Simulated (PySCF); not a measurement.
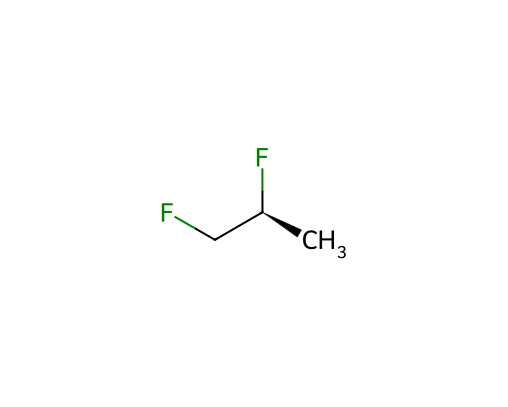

A structural formula.

Question: Write the SMILES.

Answer: C[C@H](F)CF

Question: Give the formula, hydrogens included.

Answer: C3H6F2.

Question: An optimisation with PBE0-D3(BJ)/def2-SVP gave a structure of which point group?

Answer: C1.

More results for the same structure follow; atom numbers are the same in all pictures, views and colours differ. Computed geometry: PBE0-D3(BJ)/def2-SVP optimisation. No frequency run is at hand to confirm it as a minimum.

## Levels of theory compared

No frequency run is at hand to confirm it as a minimum. Program: PySCF 2.14.0.

Compare HOMO–LUMO gap (eV) at these levels: B97-2/pcSseg-2; BHandHLYP/pcSseg-2; CAM-B3LYP/pcSseg-2; LC-wPBE/pcSseg-2; PBE0/6-311+G(2d,p); PBE0/6-31G; PBE0/6-31G*; PBE0/STO-3G; PBE0/def2-SVP; PBE0/def2-TZVP; WP04/pcSseg-2; ωB97X-D/pcSseg-2.

```json
{"level": "B97-2/pcSseg-2", "HOMO–LUMO gap (eV)": "9.54"}
{"level": "BHandHLYP/pcSseg-2", "HOMO–LUMO gap (eV)": "11.88"}
{"level": "CAM-B3LYP/pcSseg-2", "HOMO–LUMO gap (eV)": "11.94"}
{"level": "LC-wPBE/pcSseg-2", "HOMO–LUMO gap (eV)": "14.36"}
{"level": "PBE0/6-311+G(2d,p)", "HOMO–LUMO gap (eV)": "9.56"}
{"level": "PBE0/6-31G", "HOMO–LUMO gap (eV)": "11.54"}
{"level": "PBE0/6-31G*", "HOMO–LUMO gap (eV)": "11.55"}
{"level": "PBE0/STO-3G", "HOMO–LUMO gap (eV)": "12.97"}
{"level": "PBE0/def2-SVP", "HOMO–LUMO gap (eV)": "10.77"}
{"level": "PBE0/def2-TZVP", "HOMO–LUMO gap (eV)": "10.35"}
{"level": "WP04/pcSseg-2", "HOMO–LUMO gap (eV)": "9.73"}
{"level": "ωB97X-D/pcSseg-2", "HOMO–LUMO gap (eV)": "13.41"}
```

## Bond orders

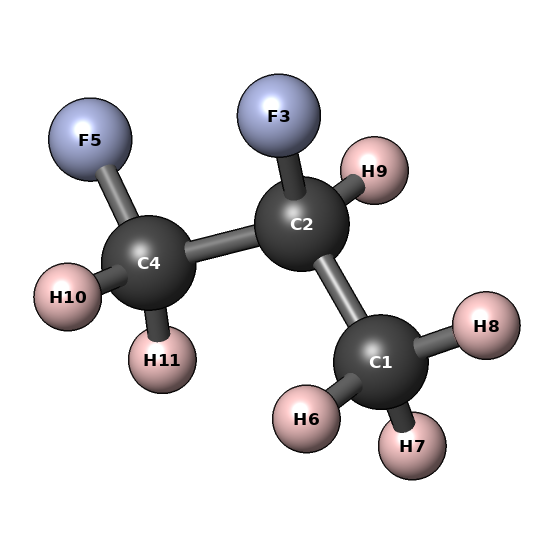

Every bond is drawn as one stick. No frequency run is at hand to confirm it as a minimum. Computed with PBE0/6-31G (PySCF 2.14.0).

List the Mayer bond orders of C1–C2, C1–H6, C1–H7, C1–H8, C2–F3, C2–C4, C2–H9, C4–F5, C4–H10, C4–H11.

```csv
bond,Mayer order,length (Å)
C1–C2,0.93,1.511
C1–H6,0.94,1.101
C1–H7,0.93,1.100
C1–H8,0.93,1.099
C2–F3,0.83,1.379
C2–C4,0.91,1.508
C2–H9,0.91,1.105
C4–F5,0.84,1.367
C4–H10,0.91,1.104
C4–H11,0.91,1.104
```

## NMR shielding

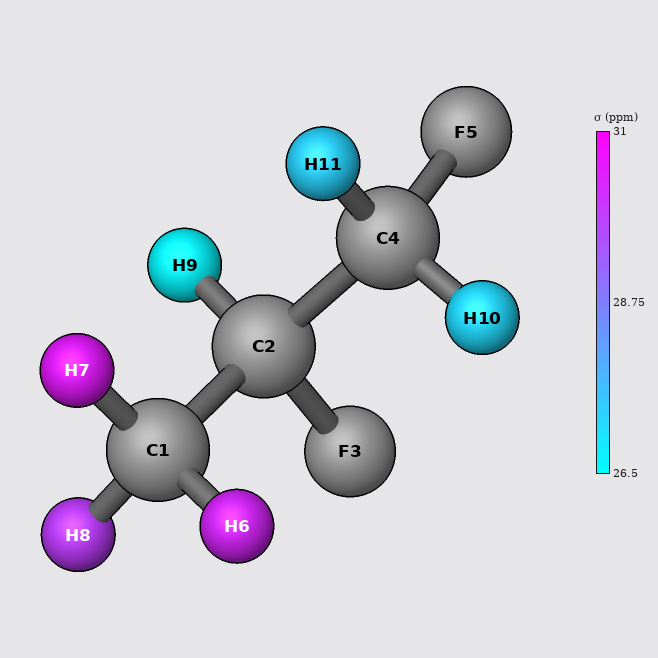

Atoms are coloured by their isotropic NMR shieldings (H only, the others grey). No frequency run is at hand to confirm it as a minimum. Properties computed with GIAO ωB97X-D/pcSseg-2 NMR shielding, non-relativistic, gas phase (PySCF 2.14.0).

Give the isotropic NMR shieldings of the H atoms atom by atom.

| atom | σ (ppm) |
| --- | --- |
| H6 | 30.33 |
| H7 | 30.53 |
| H8 | 29.89 |
| H9 | 26.64 |
| H10 | 27.13 |
| H11 | 27.25 |
